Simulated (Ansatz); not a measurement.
## Al$_{3}$Cl$_{3}$: single-point calculation

The run: single-point calculation of Al$_{3}$Cl$_{3}$. Method and program: RKS PBE0-D4/def2-TZVP (Ansatz 0.2.0).

The geometry comes from this level: r2SCAN-D4/def2-SVP.

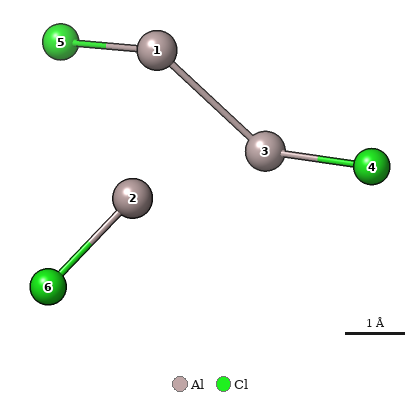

*The structure (ball-and-stick view, seen at a tilt; atoms are numbered from 1 in the order of the input). Sticks mark near contacts.*

Bond lengths as drawn: Al–Al 2.58 Å and Al–Cl 2.12 to 2.15 Å.

### Summary

- outcome: converged
- total energy: −57344.0902 eV
- mean-field energy: −57343.8865 eV
- dispersion energy: −0.2036 eV
- SCF solution under orbital rotations: stable
- HOMO: −6.48 eV
- LUMO: −3.05 eV
- hardware: 4 threads of Arm Neoverse V1, 23 GiB of memory available, shared host
- wall time: 5.5 s (CPU time 19 s)
- peak memory: 0.8 GiB

### Input
```yaml
crystal:
  periodic: [false, false, false]
  atoms:
    - {symbol: Al, position_ang: [1.142577, 1.250605, 0.320331]}
    - {symbol: Al, position_ang: [0.237116, -1.154520, -0.529712]}
    - {symbol: Al, position_ang: [-1.401775, 0.931600, 0.072660]}
    - {symbol: Cl, position_ang: [-2.681467, 1.636034, -1.481746]}
    - {symbol: Cl, position_ang: [2.138315, 0.581042, 2.101457]}
    - {symbol: Cl, position_ang: [0.565234, -3.244761, -0.482990]}
basis:
  gaussian: {orbitals: def2-TZVP, initial_orbitals: start.molden}
hamiltonian: {xc: pbe0, dispersion: d4}
scf: {omitted_lower_state_checks: [starts]}
output: {orbitals: {seedname: orbitals}}
```

Launched with:
```bash
ansatz run in.yaml --threads 4 --pin off --events-out ev --progress --plain --max-ram 4787MiB
```

### Output
```
Functional definition: PBE0
  name "PBE0"
  cite "Adamo & Barone, J. Chem. Phys. 110, 6158 (1999) doi:10.1063/1.478522"
  cite "Perdew, Burke & Ernzerhof, Phys. Rev. Lett. 77, 3865 (1996) doi:10.1103/PhysRevLett.77.3865"
  parent pbe
  parameter a = 0.25
  parameter kappa = 0.804
  parameter beta = 0.06672455060314922
  exchange = (1 - a)*pbe_x(kappa = kappa, mu = beta*pi^2/3) + a*exact_x
  correlation = pbe_c(beta = beta)
these checks for a lower state are left out or cut short: starts
1641 factors; their error is unknown
mean field evaluation 1: about -57340.3025 eV, gradient 1.9e2 eV
mean field evaluation 2: about -57343.6370 eV, gradient 4.8e0 eV
mean field evaluation 4: about -57343.8864 eV, gradient 1.6e-1 eV
mean field evaluation 8: about -57343.8865 eV, gradient 1.9e-5 eV
mean field -57343.88650791 eV, -2107.3489600833 hartree, gradient 1.9e-5 eV, S^2 0.000000; 0 other end points of the search recorded, 0 dependent functions left out
reference -57343.88654219 eV, -2107.3489613430 hartree; 45, 45 occupied and 177, 177 virtual orbitals, 1641 factors
Total energy: -57344.09015937 eV, -2107.3564441364 hartree
Checks for a lower state left out: starts
```

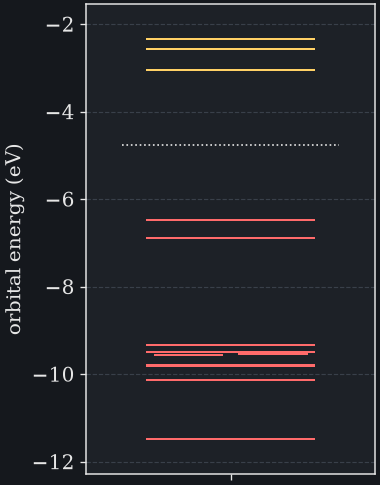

*Orbital energies near the frontier; the dotted line parts filled from empty levels, and levels within 0.02 eV of each other stand side by side.*

Highest filled −6.48 eV, lowest empty −3.05 eV, 3.43 eV apart.
